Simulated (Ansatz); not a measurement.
**SiN3H7O: molecular dynamics (part 2 of 2)**

The same run, continued: SiN3H7O; RKS PBE/STO-3G (Ansatz 0.2.0). One setting was made poor on purpose. It belongs to a series of runs on one base structure; here: dynamics from the last frame of an earlier run.

### The program's output, continued
```
md step   122: t =    61.00 fs  T =  2349.6 K  F+E_penalty+E_count = -14315.69037443 eV  E_kin = 3.037095 eV  conserved = -14313.92938906 eV  (27 SCF iters)
md step   123: t =    61.50 fs  T =  2059.9 K  F+E_penalty+E_count = -14315.54239743 eV  E_kin = 2.662637 eV  conserved = -14313.92727789 eV  (28 SCF iters)
md step   124: t =    62.00 fs  T =  1986.6 K  F+E_penalty+E_count = -14315.62444951 eV  E_kin = 2.567899 eV  conserved = -14313.93882477 eV  (28 SCF iters)
md step   125: t =    62.50 fs  T =  2007.0 K  F+E_penalty+E_count = -14315.77503629 eV  E_kin = 2.594190 eV  conserved = -14313.94812231 eV  (28 SCF iters)
md step   126: t =    63.00 fs  T =  2015.6 K  F+E_penalty+E_count = -14315.85436585 eV  E_kin = 2.605425 eV  conserved = -14313.94819159 eV  (29 SCF iters)
md step   127: t =    63.50 fs  T =  1999.1 K  F+E_penalty+E_count = -14315.84855419 eV  E_kin = 2.583981 eV  conserved = -14313.94327445 eV  (29 SCF iters)
md step   128: t =    64.00 fs  T =  2001.0 K  F+E_penalty+E_count = -14315.81887839 eV  E_kin = 2.586470 eV  conserved = -14313.93846240 eV  (28 SCF iters)
md step   129: t =    64.50 fs  T =  2069.6 K  F+E_penalty+E_count = -14315.82927758 eV  E_kin = 2.675213 eV  conserved = -14313.93637631 eV  (27 SCF iters)
md step   130: t =    65.00 fs  T =  2226.9 K  F+E_penalty+E_count = -14315.90599621 eV  E_kin = 2.878443 eV  conserved = -14313.93779902 eV  (27 SCF iters)
md step   131: t =    65.50 fs  T =  2455.8 K  F+E_penalty+E_count = -14316.02371570 eV  E_kin = 3.174314 eV  conserved = -14313.94196445 eV  (25 SCF iters)
md step   132: t =    66.00 fs  T =  2704.1 K  F+E_penalty+E_count = -14316.11445197 eV  E_kin = 3.495327 eV  conserved = -14313.94602324 eV  (27 SCF iters)
md step   133: t =    66.50 fs  T =  2912.8 K  F+E_penalty+E_count = -14316.10800953 eV  E_kin = 3.765082 eV  conserved = -14313.94517703 eV  (27 SCF iters)
md step   134: t =    67.00 fs  T =  3069.8 K  F+E_penalty+E_count = -14316.00198805 eV  E_kin = 3.968032 eV  conserved = -14313.93629899 eV  (26 SCF iters)
md step   135: t =    67.50 fs  T =  3245.5 K  F+E_penalty+E_count = -14315.90651770 eV  E_kin = 4.195102 eV  conserved = -14313.92512095 eV  (28 SCF iters)
md step   136: t =    68.00 fs  T =  3534.5 K  F+E_penalty+E_count = -14315.96646188 eV  E_kin = 4.568632 eV  conserved = -14313.92457060 eV  (28 SCF iters)
md step   137: t =    68.50 fs  T =  3926.4 K  F+E_penalty+E_count = -14316.19031257 eV  E_kin = 5.075317 eV  conserved = -14313.93700175 eV  (28 SCF iters)
md step   138: t =    69.00 fs  T =  4265.5 K  F+E_penalty+E_count = -14316.40885042 eV  E_kin = 5.513631 eV  conserved = -14313.95107358 eV  (28 SCF iters)
md step   139: t =    69.50 fs  T =  4358.5 K  F+E_penalty+E_count = -14316.41709073 eV  E_kin = 5.633777 eV  conserved = -14313.95818406 eV  (27 SCF iters)
md step   140: t =    70.00 fs  T =  4118.1 K  F+E_penalty+E_count = -14316.11684060 eV  E_kin = 5.323054 eV  conserved = -14313.95248732 eV  (26 SCF iters)
md step   141: t =    70.50 fs  T =  3655.0 K  F+E_penalty+E_count = -14315.61514312 eV  E_kin = 4.724417 eV  conserved = -14313.93315369 eV  (27 SCF iters)
md step   142: t =    71.00 fs  T =  3221.4 K  F+E_penalty+E_count = -14315.19980901 eV  E_kin = 4.163947 eV  conserved = -14313.92071592 eV  (28 SCF iters)
md step   143: t =    71.50 fs  T =  2969.2 K  F+E_penalty+E_count = -14315.04341762 eV  E_kin = 3.838014 eV  conserved = -14313.92997616 eV  (28 SCF iters)
md step   144: t =    72.00 fs  T =  2827.1 K  F+E_penalty+E_count = -14315.02091786 eV  E_kin = 3.654340 eV  conserved = -14313.94222171 eV  (28 SCF iters)
md step   145: t =    72.50 fs  T =  2671.6 K  F+E_penalty+E_count = -14314.95085280 eV  E_kin = 3.453341 eV  conserved = -14313.94337268 eV  (29 SCF iters)
md step   146: t =    73.00 fs  T =  2481.1 K  F+E_penalty+E_count = -14314.80017849 eV  E_kin = 3.207132 eV  conserved = -14313.93777100 eV  (29 SCF iters)
md step   147: t =    73.50 fs  T =  2312.3 K  F+E_penalty+E_count = -14314.64057522 eV  E_kin = 2.988936 eV  conserved = -14313.93186994 eV  (29 SCF iters)
md step   148: t =    74.00 fs  T =  2230.5 K  F+E_penalty+E_count = -14314.55529779 eV  E_kin = 2.883102 eV  conserved = -14313.92823467 eV  (27 SCF iters)
md step   149: t =    74.50 fs  T =  2276.8 K  F+E_penalty+E_count = -14314.59732048 eV  E_kin = 2.943009 eV  conserved = -14313.92727653 eV  (27 SCF iters)
these checks for a lower state are left out or cut short: starts, cluster_reference, orbital_swaps, neighbouring_geometries, increment
523 factors; integrals over basis functions are off by at most 2.5e-5 eV
mean field -14314.78126649 eV, -526.0585086365 hartree, gradient 2.3e-5 eV, S^2 0.000000; 0 other end points of the search recorded, 0 dependent functions left out
the calculation of the forces begins
reference -14314.78129207 eV, -526.0585095764 hartree; 25, 25 occupied and 11, 11 virtual orbitals, 523 factors
523 factors; integrals over basis functions are off by at most 2.5e-5 eV
mean field evaluation 1184: about -14314.7813 eV, gradient 2.3e-5 eV
mean field -14314.78126649 eV, -526.0585086365 hartree, gradient 2.3e-5 eV, S^2 0.000000; 1 other end points of the search recorded, 0 dependent functions left out
the calculation of the forces begins
reference -14314.78129207 eV, -526.0585095764 hartree; 25, 25 occupied and 11, 11 virtual orbitals, 523 factors
md step   150: t =    75.00 fs  T =  2462.8 K  F+E_penalty+E_count = -14314.78126649 eV  E_kin = 3.183427 eV  conserved = -14313.92889380 eV  (27 SCF iters)
```

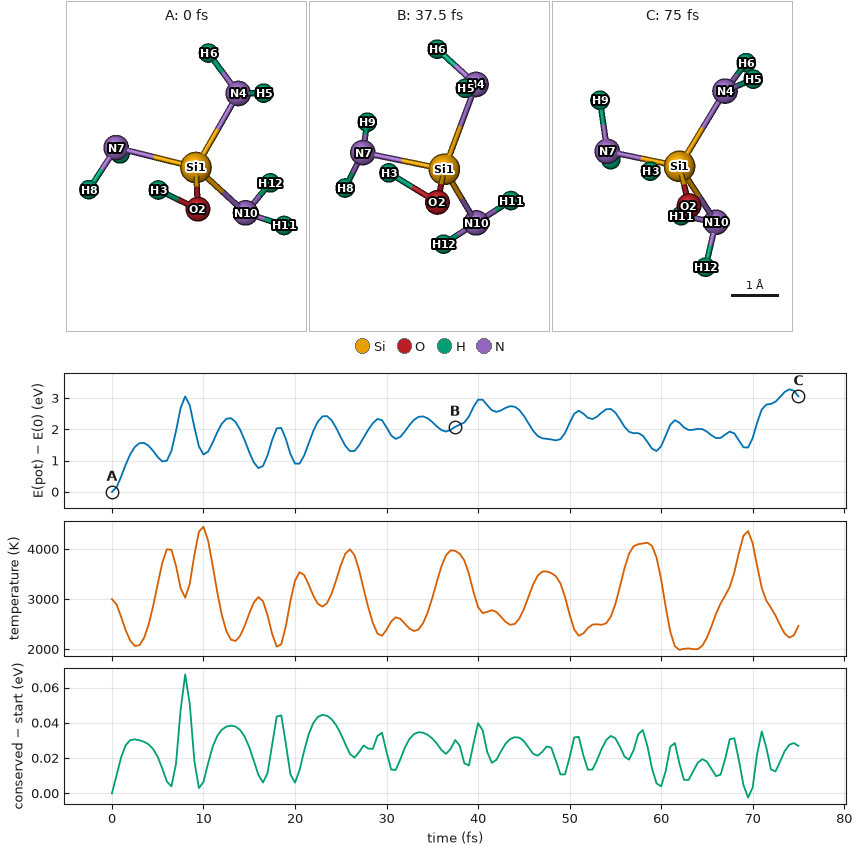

Frames of the molecular dynamics (ball-and-stick, seen at a tilt) above the curves, on which the letters mark them. The trajectory kept here has 151 frames over 75 fs. The temperature starts at 3000 K, ranges from 1987 to 4445 K and averages 2991 K over the second half. The potential energy ends 3.052 eV above its first value. The conserved quantity stays within 0.07 eV. After an unweighted best fit of the last frame on the first, the root-mean-square displacement is 1.13 Å, and H11 has moved furthest (2.06 Å).

```
Total energy: -14314.78129207 eV, -526.0585095764 hartree
Atom 0 at    -0.141151     0.031030    -0.083782 Å, force     1.647857    -4.829201    -1.552493 eV/Å
Atom 1 at    -0.130807    -0.503024     1.548112 Å, force     2.984302     4.531264     3.132375 eV/Å
Atom 2 at     0.616419     0.485377     2.106699 Å, force    -3.195078    -4.228862    -2.390786 eV/Å
Atom 3 at     1.639395    -0.361340    -0.626720 Å, force    -0.435910     0.391779    -3.868447 eV/Å
Atom 4 at     2.419896    -0.880001    -0.050523 Å, force    -1.859238     0.441037    -0.983099 eV/Å
Atom 5 at     1.831912    -0.540721    -1.853879 Å, force    -0.782432     0.480753     5.319068 eV/Å
Atom 6 at    -0.613898     1.618396    -0.550476 Å, force    -0.668416     2.632480    -3.586038 eV/Å
Atom 7 at    -1.263912     1.539156    -1.532061 Å, force     2.108265     0.244666     2.985348 eV/Å
Atom 8 at     0.296963     2.125491    -0.906983 Å, force    -1.261521    -0.353411     0.350119 eV/Å
Atom 9 at    -1.520739    -1.040572    -0.905115 Å, force     2.726370     1.972338    -2.025901 eV/Å
Atom 10 at    -1.972397    -0.259582    -1.549467 Å, force     0.315923    -1.139390     0.730504 eV/Å
Atom 11 at    -2.269985    -1.162569    -0.220716 Å, force    -1.580123    -0.143452     1.889351 eV/Å
Dipole moment:     0.089536     0.322689    -0.103627 e Å
```

### Trajectory as extended XYZ (Å, eV, eV/Å), 8 of the 151 frames kept, from step=0 to step=150
```
12
Properties=species:S:1:pos:R:3:forces:R:3 step=0 time_fs=0.0 energy=-14317.83359 temperature=3000.0
Si   -0.1816    0.0111   -0.1058    1.3206  -0.2701  -0.8212
O    -0.2558   -0.4389    1.5390    0.1433   0.5130   0.4635
H     0.0663    0.4585    1.9516   -0.0340  -0.3199   0.4066
N     1.4099   -0.3006   -0.9281    0.5385   0.4652   0.2146
H     1.9846   -0.8718   -0.2315    0.0064  -0.0459  -0.1693
H     2.0257    0.5788   -1.0276   -0.5749  -0.2396   0.2417
N    -0.5043    1.7853   -0.3356   -0.7715  -0.1996   0.4240
H    -1.3270    2.0115    0.3367    0.4790  -0.1690  -0.1183
H    -1.0754    1.7411   -1.2285   -0.1141   0.4056  -0.7283
N    -1.1974   -1.2304   -0.8771   -0.4233  -1.5929  -0.4955
H    -0.8953   -2.1428   -0.3531   -0.4789   0.8988  -0.5202
H    -0.8372   -1.4563   -1.8824   -0.0911   0.5544   1.1023
12
Properties=species:S:1:pos:R:3:forces:R:3 step=21 time_fs=10.5 energy=-14316.54744 temperature=4169.5
Si   -0.1302   -0.0396   -0.1827   -3.5589   0.8867   1.5339
O    -0.0964   -0.3495    1.6076   -4.7567   1.3918  -1.6475
H    -1.2782   -0.0794    1.6926    4.4217  -1.1564   0.1937
N     1.4839   -0.3044   -0.8436    2.1057   2.5555   0.9668
H     1.9534   -0.5181    0.1380    0.1320  -0.0490  -1.1347
H     1.6934    0.8319   -0.8209    0.3231  -2.3343  -0.4593
N    -0.5223    1.7649   -0.3116    0.3279  -0.2815  -1.0611
H    -1.3672    1.9835    0.2963    0.0034   0.0076  -0.3628
H    -0.7308    2.2380   -1.2955    0.1531  -1.4057   1.6739
N    -1.4227   -1.2748   -0.8852    2.0044   0.8903  -1.7562
H    -0.6911   -2.0930   -0.7663   -0.8092  -0.0700  -0.3808
H    -1.2445   -1.0982   -2.0218   -0.3465  -0.4349   2.4341
12
Properties=species:S:1:pos:R:3:forces:R:3 step=43 time_fs=21.5 energy=-14316.27901 temperature=3287.8
Si   -0.1704   -0.0637   -0.2084    0.1100  -0.7286   1.2955
O    -0.1166   -0.2106    1.5811   -0.3495  -4.2982  -0.9419
H    -0.1379   -1.3870    1.6870   -0.0115   4.1220  -0.3826
N     1.6217   -0.2666   -0.7519    1.2666   2.2595   0.3685
H     2.1925   -0.4132    0.2363   -1.4484   0.6648  -1.8969
H     1.9017    0.8652   -0.9961   -0.7238  -3.1721   1.0101
N    -0.5069    1.6816   -0.2739    0.1042   2.3251  -3.3755
H    -1.4854    1.9111    0.1033    0.3284  -0.0464  -0.5326
H    -0.4269    2.2490   -1.3488   -0.5877  -2.4637   3.8717
N    -1.5326   -1.2747   -0.8816   -0.1907   3.2153  -1.7255
H    -1.0547   -2.1411   -1.2796    0.6514  -0.1804  -0.3209
H    -1.8166   -0.7198   -1.8900    0.8509  -1.6973   2.6301
12
Properties=species:S:1:pos:R:3:forces:R:3 step=64 time_fs=32.0 energy=-14315.90270 temperature=2511.2
Si   -0.2177   -0.1103   -0.1854    2.0062  -1.2408  -2.0666
O    -0.1625   -0.2655    1.4799    2.8281  -0.5427   2.2193
H     0.9127    0.0215    1.6098   -3.0080  -0.6961   0.0140
N     1.7290   -0.2275   -0.6958   -0.0651   0.3559   0.5988
H     2.2016   -0.2321    0.3389   -0.8244   0.3259  -1.7939
H     2.1675    0.7430   -1.1301   -1.6886  -1.5988   1.3306
N    -0.4956    1.6014   -0.2415   -0.3250   3.4471  -5.2384
H    -1.5690    1.8312   -0.2532    0.8238  -0.2937  -0.0278
H    -0.2300    1.8363   -1.4352   -1.0983  -0.3947   4.1094
N    -1.5511   -1.1769   -0.8753   -1.6749   2.3012   0.2976
H    -1.2637   -1.8747   -1.5931    0.4993  -0.3434  -0.6153
H    -2.3911   -0.5805   -1.3781    2.5269  -1.3200   1.1724
12
Properties=species:S:1:pos:R:3:forces:R:3 step=86 time_fs=43.0 energy=-14315.14840 temperature=2547.0
Si   -0.1807   -0.2000   -0.2124    2.8933   2.3223   0.8808
O    -0.0540   -0.3348    1.4968   -3.2100   4.4324   0.7112
H    -0.7075    0.7661    1.5548    2.7295  -4.1613   0.5971
N     1.7111   -0.2770   -0.6506   -1.3759   3.4242   0.8065
H     1.9924    0.0681    0.4279   -0.5574  -1.0003  -2.0203
H     1.5843    0.8471   -1.0217    1.0765  -2.7397   0.4846
N    -0.5310    1.6356   -0.3108   -0.0945   1.0945  -3.6595
H    -1.6505    1.7105   -0.5233    2.0771  -0.0254  -0.1242
H    -0.0308    2.0121   -1.4148   -2.1695  -1.2372   3.8317
N    -1.5215   -1.0407   -0.8290   -1.5946  -1.8934  -2.6371
H    -1.3672   -1.2926   -1.8757   -0.4983   0.1335   1.1864
H    -2.4172   -0.4491   -0.8121    0.7240  -0.3497  -0.0573
12
Properties=species:S:1:pos:R:3:forces:R:3 step=107 time_fs=53.5 energy=-14315.29753 temperature=2486.3
Si   -0.0809   -0.1996   -0.2097   -3.7042   3.2414   0.8668
O    -0.0528   -0.2446    1.5493   -3.5672  -3.8975   1.2586
H    -0.9433   -1.0737    1.9310    3.7287   3.4860  -2.0362
N     1.5845   -0.3028   -0.6213    3.5731   2.2648  -0.4553
H     1.9672   -0.0106    0.4093   -0.1967  -0.4364  -2.1526
H     1.7572    0.6746   -1.2352   -0.1864  -2.5946   1.7793
N    -0.5677    1.6351   -0.3928   -0.4244   2.1840  -3.0222
H    -1.6329    1.6785   -0.8483    2.5598  -0.2529   0.8727
H     0.0264    2.3245   -1.2306   -1.8240  -2.9680   2.6120
N    -1.5449   -1.0250   -0.8651    0.5627  -1.4338  -1.8931
H    -1.7196   -0.8160   -1.9430    0.7058  -0.1923   1.7521
H    -2.2561   -0.4085   -0.4250   -1.2272   0.5993   0.4180
12
Properties=species:S:1:pos:R:3:forces:R:3 step=129 time_fs=64.5 energy=-14315.82928 temperature=2069.6
Si   -0.0766   -0.0704   -0.1577   -1.6829  -0.7120   0.4071
O    -0.1742   -0.3144    1.6076    4.3497  -2.7350  -2.1422
H     0.8071   -1.0114    1.4747   -3.5645   2.1698   1.5678
N     1.5869   -0.3326   -0.6281    4.1491   0.9823  -1.3921
H     2.3420   -0.3227    0.1923   -1.7785  -0.0144  -1.6416
H     2.1680    0.1492   -1.5401   -2.6671  -1.5368   3.1360
N    -0.6013    1.5892   -0.4602   -0.6032   2.4912  -3.3627
H    -1.5011    1.5952   -1.2184    2.7808  -0.0096   1.9918
H     0.2469    2.0681   -1.0622   -2.1600  -0.8852   1.1760
N    -1.5885   -1.0687   -0.9063    2.9085   0.9522  -2.1692
H    -1.7686   -0.3058   -1.7150    0.0985  -1.3609   0.6690
H    -2.2477   -0.6358   -0.2414   -1.8304   0.6584   1.7598
12
Properties=species:S:1:pos:R:3:forces:R:3 step=150 time_fs=75.0 energy=-14314.78127 temperature=2462.8
Si   -0.1412    0.0310   -0.0838    1.6479  -4.8292  -1.5525
O    -0.1308   -0.5030    1.5481    2.9843   4.5313   3.1324
H     0.6164    0.4854    2.1067   -3.1951  -4.2289  -2.3908
N     1.6394   -0.3613   -0.6267   -0.4359   0.3918  -3.8684
H     2.4199   -0.8800   -0.0505   -1.8592   0.4410  -0.9831
H     1.8319   -0.5407   -1.8539   -0.7824   0.4808   5.3191
N    -0.6139    1.6184   -0.5505   -0.6684   2.6325  -3.5860
H    -1.2639    1.5392   -1.5321    2.1083   0.2447   2.9853
H     0.2970    2.1255   -0.9070   -1.2615  -0.3534   0.3501
N    -1.5207   -1.0406   -0.9051    2.7264   1.9723  -2.0259
H    -1.9724   -0.2596   -1.5495    0.3159  -1.1394   0.7305
H    -2.2700   -1.1626   -0.2207   -1.5801  -0.1435   1.8894
```

This output came from the following input.

### Input
```yaml
crystal:
  periodic: [false, false, false]
  atoms:
    - { symbol: Si, position_ang: [-0.181552, 0.011088, -0.10585] }
    - { symbol: O, position_ang: [-0.255751, -0.43887, 1.538994] }
    - { symbol: H, position_ang: [0.066322, 0.45853, 1.95158] }
    - { symbol: "N", position_ang: [1.40987, -0.300572, -0.928056] }
    - { symbol: H, position_ang: [1.984621, -0.871803, -0.231514] }
    - { symbol: H, position_ang: [2.025656, 0.57885, -1.027554] }
    - { symbol: "N", position_ang: [-0.504302, 1.785264, -0.335645] }
    - { symbol: H, position_ang: [-1.326971, 2.011467, 0.336687] }
    - { symbol: H, position_ang: [-1.075402, 1.741058, -1.228515] }
    - { symbol: "N", position_ang: [-1.197447, -1.230388, -0.877083] }
    - { symbol: H, position_ang: [-0.895259, -2.142788, -0.353088] }
    - { symbol: H, position_ang: [-0.837189, -1.456341, -1.882422] }
basis:
  gaussian: { orbitals: STO-3G }
hamiltonian:
  xc: pbe
md:
  timestep: 0.5
  n_steps: 150
  ensemble: nvt_nose_hoover
  temperature: 3000.0
  initial_velocities: maxwell_boltzmann
  seed: 650312
  nose_hoover: { tau: 3.0, chain_length: 1 }
```

Run as:
```bash
ansatz run input.yaml --threads 1 --pin off --max-ram 2048MiB --backend cpu --events-out ev --progress --plain --runs-dir out
```

### Summary

```csv
quantity,value
outcome,finished
mean temperature over the second half,2991 K
trajectory,"150 steps, 75 fs"
ensemble,nvt_nose_hoover
temperature in the input,3000.0 K
time step,0.5 fs
potential energy (last step),−14314.7813 eV
mean-field energy (last step),−14314.7813 eV
largest force (length of the vector) (last step),6.265 eV/Å
hardware,"1 thread of Arm Neoverse V1, 24 GiB of memory available, shared host"
wall time,5.9 min
peak memory,0.093 GiB
```

### Remarks

A deliberately poor setting: thermostat time. So short a trajectory is not equilibrated.
